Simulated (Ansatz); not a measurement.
## Nudged elastic band of C2H6BSb (part 2 of 2)

Continued. System: C2H6BSb, SMILES C=C[BH][SbH2]. Method: RKS PBE0/def2-SVP (Ansatz 0.2.0). The run did not end well. It belongs to a series of runs on one base structure; here: band between the two ends.

Geometry of the input (Å):
```
C  -1.3191  1.5422  0.1869
C  -0.4958  0.5412  0.5558
B  0.5662  -0.0004  -0.4206
Sb 1.9791  -1.6502  0.0878
H  -1.2266  2.0118  -0.7987
H  -2.1138  1.9265  0.8374
H  -0.6393  0.1081  1.5539
H  0.7165  0.5537  -1.4873
H  1.7944  -2.4623  -1.4063
H  0.8216  -2.6219  0.8940
```

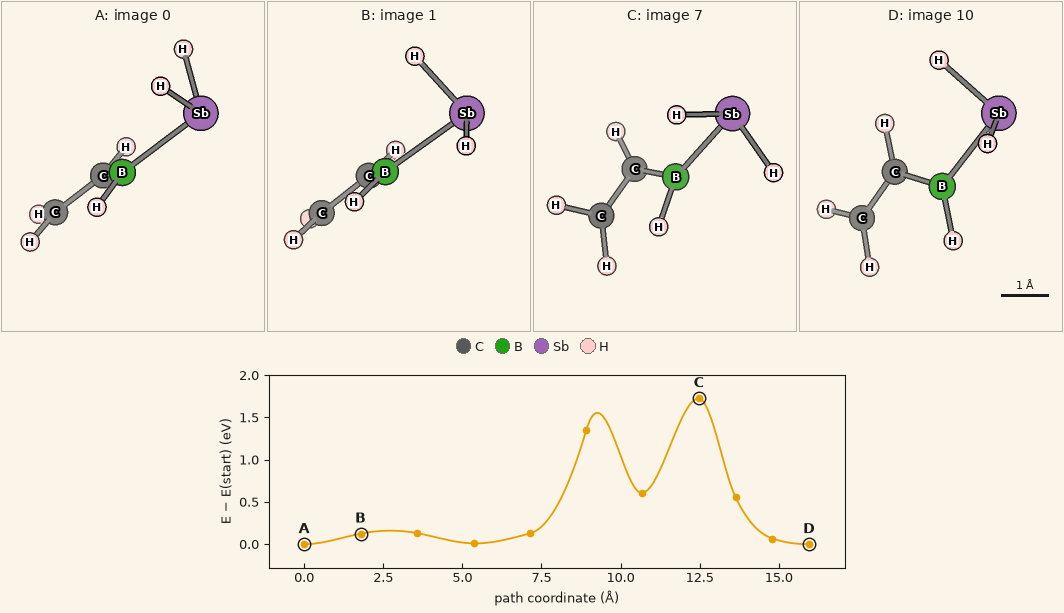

Fig. 1: Images of the last band (counted from 0; ball-and-stick, seen at a tilt) above the energy along the path; the line is a cubic interpolation that uses the forces. The highest image is number 7, 1.728 eV above the start and 1.728 eV above the end (the climbing image); start and end have the same energy. The path is 15.96 Å long. The band had not converged after 57 iterations.

```
Unfinished report: {"positions_ang":[[-0.9959156247637287,1.1093613908702502,-0.08276228273710717],[-0.17159482347324265,0.9820827536495174,1.0864996392554296],[0.5281661432543164,0.14118778002580087,0.17423456174082438],[1.5410094800637844,-1.8571576976021826,0.27873964305433896],[-2.0164831923709223,0.6817604853800102,-0.12771557415843426],[-0.8592293979563331,1.9288662953962628,-0.8013145184443308],[-0.46274278795447293,0.9994917821561263,2.133499354216693],[0.06543583062962896,0.38267780622512226,-0.9926334618875269],[2.276489812884462,-1.7552419655540454,-1.2723265246648263],[0.177965549686504,-2.6642286305468588,-0.39342081637505927]],"unchecked":["starts","cluster_reference","orbital_swaps","neighbouring_geometries","increment"],"mean_field":{"relativity":"none","state":{"energy":{"ev":-9376.778563527361,"hartree":-344.5902564008424},"converged":true,"gradient_ev":0.0000148709535087203,"stability":{"kind":"minimum","curvature_ev":30.478133479049276},"curvature_floor_ev":0.00030000000000000003,"spin_squared":4.263256414560601e-14},"others":[],"fillings":{"estimated":0,"unestimated":0,"tried":0,"untried":0,"excluded_magnetic_sites":0},"n_dropped_functions":0,"n_trapped_functions":0,"passes":{"evaluations":4,"products":27},"factors":{"origin":"Cholesky decomposition","count":1193,"bound_ev":0.0008850226158072104},"gradient_stop_ev":0.00009,"reference_kind":"stationary","functional":{"name":"PBE0","citations":["Adamo & Barone, J. Chem. Phys. 110, 6158 (1999) doi:10.1063/1.478522","Perdew, Burke & Ernzerhof, Phys. Rev. Lett. 77, 3865 (1996) doi:10.1103/PhysRevLett.77.3865"],"text":"name \"PBE0\"\ncite \"Adamo & Barone, J. Chem. Phys. 110, 6158 (1999) doi:10.1063/1.478522\"\ncite \"Perdew, Burke & Ernzerhof, Phys. Rev. Lett. 77, 3865 (1996) doi:10.1103/PhysRevLett.77.3865\"\nparent pbe\nparameter a = 0.25\nparameter kappa = 0.804\nparameter beta = 0.06672455060314922\nexchange = (1 - a)*pbe_x(kappa = kappa, mu = beta*pi^2/3) + a*exact_x\ncorrelation = pbe_c(beta = beta)\n","parameters":{"a":{"value":0.25,"default":0.25},"beta":{"value":0.06672455060314922,"default":0.06672455060314922},"kappa":{"value":0.804,"default":0.804}},"final_grid":{"core_spheres":13.0,"valence_spheres":11.0,"degree":36.0},"final_grid_parameter_source":"default","radial_points_factor":1.0,"radial_grid_error_ev":3.235511906987185e-7,"grid_sensitivity":"normal","grid_sensitivity_ratio":0.001870803151768979},"unsmoothed_excess_ev":-0.00002789764818752003,"symmetry":{"irreps":["A"],"axes":[[0.9992635884825602,-0.007891773733622822,0.037549975236926936],[0.007891532747119437,0.9999688494141628,0.00015463575400201358],[-0.03755002588358185,0.00014180498078397442,0.9992947390272251]],"occupied":[{"A":23},{"A":23}]},"held":{"pivots":1193,"left_out":0,"joined":0},"density_repulsion":{"missed_ev":0.000010260238066950901,"excess_ev":0.0,"most_excess_ev":0.0001242,"are_drawn_again":false,"n_first_factors":1193,"energy_change_ev":0.0,"n_dropped_ends":0}},"factors":{"origin":"Cholesky decomposition","count":1193,"bound_ev":0.0008850226158072104},"n_frozen":0,"n_occupied":[23,23],"n_virtual":[75,75],"reference":{"ev":-9376.778563527361,"hartree":-344.5902564008424},"total":{"ev":-9376.778563527361,"hartree":-344.5902564008424},"forces_ev_per_angstrom":[[0.010561093716665063,0.014528488641864314,-0.08181412159089486],[0.006244051370963853,-0.007792265886599977,0.05389640878920282],[-0.010525779969313894,-0.01922241617760522,-0.01049176391782475],[0.0182608416979823,0.010851075160717892,0.029515272117469196],[0.0015199340300889373,-0.003964517939753645,0.00956823719590343],[-0.005597679829507135,0.004517351540760013,0.002835856130847009],[0.00837759531779869,-0.015251365524269799,0.003483851657721765],[-0.008490590592499334,0.01568761756085976,0.001547151416846488],[-0.024937253458838175,0.0017201859790851788,-0.008448709268627157],[0.004587787715560622,-0.001074153356345221,-0.00009218252924774735]],"charge_distribution":{"dipole_moment_e_ang":[-0.37241850826617773,0.1574566241200833,-0.1036193396173315],"mulliken_charges_e":[-0.029302016387059204,-0.06085095725743006,-0.25057989348923027,0.1795035863538672,0.08210712757295813,0.09193837752291789,0.060084612402338755,0.06111589825424146,-0.06770090650555072,-0.06631582846699313],"lowdin_charges_e":[0.13423809895052052,0.009925223654962068,-0.560235523722528,0.3535664535575158,0.019153972105454886,0.01382172664613246,0.0420936261712489,0.11024027479967535,-0.06670103974830388,-0.05610281241463988]},"n_threads":2,"memory_gib":2.556818182580173,"seconds":{"hamiltonian":2.015057767,"orbitals":0.0,"second_order":0.0,"solver_start":0.0,"cycles":0.0,"cycle":0.0,"perturbative":0.0,"full_ci_increment":0.0,"forces":0.0}}
this run last wrote the band of iteration 57 to [file]
Error: NEB band did not converge after 57 iterations: max|band force component| = 2.44e-1 eV/Å (threshold 5.0e-2); raise `neb.max_iterations` in a new run, which can start from the last band evaluated (`neb.initial_path`, with `crystal.atoms` and `neb.final_atoms` set to its first and last images), add images, or start from endpoints closer to local minima. Where this run's directory can be resumed (`checkpoint.write`), a resume goes on for up to `neb.max_iterations` more; to start a new run from the last band, take its images' positions from the `neb_iteration` event of iteration 57 (`data.images[].positions_ang`), in the event stream of the run that computed that iteration (not this run's, if it was resumed behind it). With `checkpoint.write`, `steps/00-neb/state/checkpoint.json` in the run directory holds the last saved band, under `neb.evaluated.images[].positions_ang` (a band under a hybrid functional on support functions is neither saved nor resumed: `neb.initial_path` says where its path is): check the last entry of `neb.iterations` there, which is earlier than 57 if that iteration was not saved or its write failed. If the band's step has no `state` directory and holds `state.next`, a write was cut short, and the file is under `state.next` instead (behind a loss of power it can be under `state.prev`)
this run wrote the band of iteration 57 to [file] as well, whether or not its events were kept: a new run's `neb.initial_path` can list its `images[].positions_ang`
a run's events are kept only if it was started with --events-out <file>, and are in that file
```

The last band as extended XYZ (Å, eV, eV/Å)
```
10
Properties=species:S:1:pos:R:3:forces:R:3 image=0 energy=-9378.50690
C    -1.3191    1.5422    0.1869   -0.0024  -0.0028  -0.0004
C    -0.4958    0.5412    0.5558    0.0014   0.0048   0.0014
B     0.5662   -0.0004   -0.4206    0.0005  -0.0029   0.0004
Sb    1.9791   -1.6502    0.0878    0.0019  -0.0004  -0.0015
H    -1.2266    2.0118   -0.7987   -0.0003   0.0009   0.0007
H    -2.1138    1.9265    0.8374    0.0013  -0.0002   0.0003
H    -0.6393    0.1081    1.5539   -0.0021  -0.0002  -0.0005
H     0.7165    0.5537   -1.4873    0.0010  -0.0001  -0.0015
H     1.7944   -2.4623   -1.4063   -0.0007   0.0008   0.0016
H     0.8216   -2.6219    0.8940   -0.0007   0.0001  -0.0006
10
Properties=species:S:1:pos:R:3:forces:R:3 image=1 energy=-9378.38134
C    -1.2907    1.6296    0.1950   -0.0018   0.0007  -0.0001
C    -0.4761    0.6580    0.6525    0.0030  -0.0079   0.0052
B     0.3381   -0.2057   -0.3299    0.0032   0.0032  -0.0090
Sb    1.7962   -1.7823    0.3942    0.0244   0.0164   0.0001
H    -1.4140    1.7991   -0.8804    0.0068   0.0038  -0.0011
H    -1.8565    2.2920    0.8612   -0.0159  -0.0104   0.0005
H    -0.3881    0.5404    1.7403   -0.0178  -0.0130   0.0043
H     0.2111   -0.0059   -1.5169    0.0278   0.0241  -0.0042
H     2.5302   -1.9805   -1.1423   -0.0108  -0.0253  -0.0350
H     0.6328   -2.9957    0.0291   -0.0188   0.0084   0.0393
10
Properties=species:S:1:pos:R:3:forces:R:3 image=2 energy=-9378.37563
C    -1.2028    1.7007    0.1740   -0.0135   0.0034  -0.0122
C    -0.3548    0.7570    0.6286    0.0069  -0.0159   0.0248
B     0.0500   -0.4301   -0.2663    0.0152   0.0190  -0.0232
Sb    1.4087   -2.0828    0.4851   -0.0188  -0.0287   0.0111
H    -1.5933    1.6601   -0.8490   -0.0022  -0.0084   0.0015
H    -1.5460    2.5384    0.7930    0.0184   0.0135  -0.0029
H    -0.0036    0.8477    1.6646    0.0157   0.0155  -0.0057
H    -0.3901   -0.4820   -1.3927   -0.0361  -0.0244   0.0105
H     2.7001   -1.4137   -0.4340    0.0024   0.0341   0.0337
H     1.0149   -3.1466   -0.8005    0.0119  -0.0083  -0.0377
10
Properties=species:S:1:pos:R:3:forces:R:3 image=3 energy=-9378.49743
C    -1.1619    1.6986    0.1762   -0.0153   0.0503   0.0312
C    -0.1766    0.8100    0.4112   -0.0034  -0.0853  -0.0060
B    -0.1475   -0.5429   -0.3302   -0.0002   0.0149  -0.0182
Sb    1.0844   -2.2874    0.3238    0.0063   0.0123  -0.0020
H    -1.9321    1.5104   -0.5801    0.0250  -0.0493  -0.0142
H    -1.2588    2.6399    0.7313    0.0476   0.0028  -0.0076
H     0.5638    1.0566    1.1826   -0.0216   0.0329   0.0152
H    -0.9435   -0.7312   -1.2236   -0.0120  -0.0139   0.0019
H     2.5379   -1.4138    0.5637   -0.0120   0.0188   0.0097
H     1.5173   -2.7913   -1.2522   -0.0145   0.0165  -0.0099
10
Properties=species:S:1:pos:R:3:forces:R:3 image=4 energy=-9378.37935
C    -1.1306    1.7172    0.1336   -0.0650   0.0087  -0.0580
C    -0.3743    0.7407    0.6709    0.0543  -0.0586   0.0569
B    -0.0495   -0.5110   -0.1639    0.0354   0.0853  -0.0729
Sb    1.4817   -2.0515    0.4678   -0.0316  -0.0668   0.0228
H    -1.5697    1.5940   -0.8629    0.0216   0.0220  -0.0063
H    -1.3414    2.6645    0.6412   -0.0036   0.0299   0.0623
H     0.0299    0.8932    1.6802    0.0198   0.0460  -0.0319
H    -0.6175   -0.6463   -1.2237   -0.0570  -0.0670   0.0169
H     2.6416   -1.3133   -0.5677   -0.0276   0.0276   0.0348
H     1.0128   -3.1389   -0.7727    0.0537  -0.0272  -0.0247
10
Properties=species:S:1:pos:R:3:forces:R:3 image=5 energy=-9377.16027
C    -1.0751    1.4837    0.0908   -0.1619   0.5232   0.3907
C    -0.6316    0.5520    0.9929    0.0892  -0.0728  -0.1827
B     0.1554   -0.2676    0.0006   -0.3672   0.0653  -0.5685
Sb    1.7239   -1.8959    0.3265   -0.1194   0.1405   0.0512
H    -1.6869    1.1539   -0.7476    0.4533   0.0233  -0.4677
H    -0.9460    2.5711    0.1251   -0.3291   0.3268   0.6410
H    -0.4171    0.7816    2.0395    0.2407   0.0361  -0.0282
H    -0.1252    0.0516   -1.1537    0.1653  -1.0694   0.0212
H     2.5907   -1.7067   -1.1502   -0.1138   0.1358   0.0256
H     0.4949   -2.7749   -0.5211    0.1430  -0.1087   0.1173
10
Properties=species:S:1:pos:R:3:forces:R:3 image=6 energy=-9377.90092
C    -1.0423    1.2647   -0.2976   -0.0044   0.0425  -0.0397
C    -0.2786    0.6320    0.8336   -0.0298  -0.1191   0.0066
B     0.5715   -0.4593    0.6421   -0.0409   0.0041   0.0323
Sb    1.7512   -2.2734    0.3762    0.0493  -0.0291   0.0278
H    -2.1328    1.1666   -0.1536    0.0351   0.0539   0.0121
H    -0.8106    2.3377   -0.3927   -0.0461   0.0614   0.0220
H    -0.4400    1.0328    1.8436    0.0225   0.0286  -0.0218
H    -0.7965    0.7983   -1.2632   -0.0406   0.0046  -0.0198
H     2.6812   -1.6081   -0.9007   -0.0046  -0.0443  -0.0187
H     0.5799   -2.9424   -0.6848    0.0595  -0.0027  -0.0009
10
Properties=species:S:1:pos:R:3:forces:R:3 image=7 energy=-9376.77854
C    -0.9959    1.1094   -0.0828    0.0106   0.0145  -0.0818
C    -0.1716    0.9821    1.0865    0.0062  -0.0078   0.0539
B     0.5282    0.1412    0.1742   -0.0105  -0.0192  -0.0105
Sb    1.5410   -1.8572    0.2787    0.0183   0.0109   0.0295
H    -2.0165    0.6818   -0.1277    0.0015  -0.0040   0.0096
H    -0.8592    1.9289   -0.8013   -0.0056   0.0045   0.0028
H    -0.4627    0.9995    2.1335    0.0084  -0.0153   0.0035
H     0.0654    0.3827   -0.9926   -0.0085   0.0157   0.0015
H     2.2765   -1.7552   -1.2723   -0.0249   0.0017  -0.0084
H     0.1780   -2.6642   -0.3934    0.0046  -0.0011  -0.0001
10
Properties=species:S:1:pos:R:3:forces:R:3 image=8 energy=-9377.94971
C    -1.2407    1.2482    0.0947   -0.2340   0.1135   0.1746
C    -0.1724    0.9691    0.8865   -0.0522  -0.0808  -0.1385
B     0.6536    0.1558   -0.0775    0.0734  -0.0339  -0.1449
Sb    1.6100   -1.8635    0.3217    0.0485  -0.0116   0.0548
H    -2.2813    1.1712    0.4193   -0.2144   0.3841   0.2869
H    -1.0922    1.5144   -0.9547   -0.1002  -0.2726  -0.0685
H    -0.2653    0.9014    1.9763   -0.0413  -0.2197  -0.0807
H     0.5726    0.4514   -1.2392    0.4873   0.1358  -0.1771
H     2.1565   -1.9514   -1.3055    0.0190  -0.0511   0.0402
H     0.1424   -2.6479   -0.1189    0.0137   0.0363   0.0532
10
Properties=species:S:1:pos:R:3:forces:R:3 image=9 energy=-9378.43931
C    -1.3570    1.3984    0.1537    0.0082   0.0288   0.0203
C    -0.3160    0.7320    0.6911   -0.0392   0.0024  -0.0282
B     0.6903    0.0931   -0.2769   -0.0453  -0.0656  -0.0257
Sb    1.8072   -1.7858    0.2274    0.0499   0.0159   0.0021
H    -2.2331    1.7012    0.7380   -0.0058   0.0522   0.0187
H    -1.3789    1.6281   -0.9173   -0.0292   0.0130   0.0023
H    -0.3347    0.5312    1.7697   -0.0159  -0.0709  -0.0229
H     0.8455    0.5834   -1.3712    0.0634   0.0392  -0.0056
H     2.0084   -2.2551   -1.4060   -0.0125  -0.0258  -0.0035
H     0.3515   -2.6778    0.3941    0.0264   0.0107   0.0426
10
Properties=species:S:1:pos:R:3:forces:R:3 image=10 energy=-9378.50688
C    -1.3191    1.5424    0.1876    0.0028  -0.0035   0.0011
C    -0.4949    0.5416    0.5553   -0.0075  -0.0012  -0.0045
B     0.5662   -0.0001   -0.4221   -0.0014  -0.0049  -0.0002
Sb    1.9789   -1.6498    0.0878    0.0031   0.0023   0.0001
H    -2.1115    1.9278    0.8403   -0.0029  -0.0036  -0.0022
H    -1.2295    2.0107   -0.7989    0.0034   0.0054   0.0024
H    -0.6385    0.1070    1.5528    0.0046   0.0062   0.0031
H     0.7158    0.5532   -1.4894    0.0004  -0.0005   0.0012
H     1.7950   -2.4637   -1.4052   -0.0014   0.0001  -0.0008
H     0.8207   -2.6202    0.8946   -0.0011  -0.0004  -0.0002
```
